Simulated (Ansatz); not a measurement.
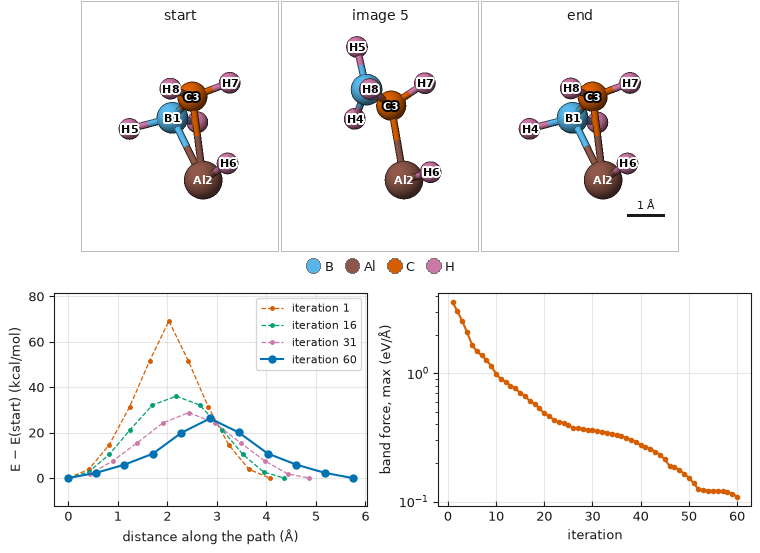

A nudged-elastic-band calculation for CH5AlB (charge −1). Images are numbered from 0 (start) to 10 (end). The plot follows the band through its iterations. A ball-and-stick model, seen from a free direction.

All numbers below come from RKS PBE/def2-SVP (Ansatz).

Input
```yaml
crystal:
  periodic: [false, false, false]
  atoms:
    - { symbol: B, position_ang: [-0.746116, 0.037486, -0.835212] }
    - { symbol: Al, position_ang: [0.458856, 1.500086, 0.618781] }
    - { symbol: C, position_ang: [0.125924, -0.751697, 0.088819] }
    - { symbol: H, position_ang: [-1.919564, 0.297227, -0.554665] }
    - { symbol: H, position_ang: [-0.353827, 0.394141, -1.949639] }
    - { symbol: H, position_ang: [1.505398, 0.793441, 1.747469] }
    - { symbol: H, position_ang: [-0.218986, -1.177868, 1.051286] }
    - { symbol: H, position_ang: [1.148304, -1.092817, -0.166839] }
total_charge: -1
basis:
  gaussian: { orbitals: def2-SVP }
hamiltonian:
  xc: pbe
neb:
  order_check: false
  images: 9
  f_tol: 0.03
  max_iterations: 60
  initial_path: idpp
  max_displacement: 0.02
  optimiser: fire
  final_atoms:
    - { symbol: B, position_ang: [-0.745551, 0.03749572, -0.83507927] }
    - { symbol: Al, position_ang: [0.45591049, 1.49908283, 0.6198722] }
    - { symbol: C, position_ang: [0.12582886, -0.75243188, 0.08853884] }
    - { symbol: H, position_ang: [-0.35193903, 0.39651975, -1.94837834] }
    - { symbol: H, position_ang: [-1.91939197, 0.29634337, -0.55539615] }
    - { symbol: H, position_ang: [1.50612274, 0.7945686, 1.74585928] }
    - { symbol: H, position_ang: [-0.21977572, -1.17891114, 1.0507507] }
    - { symbol: H, position_ang: [1.14878463, -1.09266825, -0.16616726] }
```

Launched with:
```bash
ansatz run input.yaml --threads 1 --pin off --max-ram 2048MiB --backend cpu --events-out ev --progress --plain --runs-dir out
```

Q: How did the profile develop, and is the result final?

A: The result isn't final. The band hadn't converged when the run stopped after 60 iterations. The largest component of the band force went from 3.6 to 0.11 eV/Å. The barrier read from it is provisional, though the highest image hardly moved in the last two iterations. The step length is far from the usual. The first iteration put the highest image at 69.2 kcal/mol. The barrier is about 26.2 kcal/mol in both directions, with image 5 at the top; the ends have the same energy.

Limits of the set-up: the basis has no diffuse functions, which an anion needs.
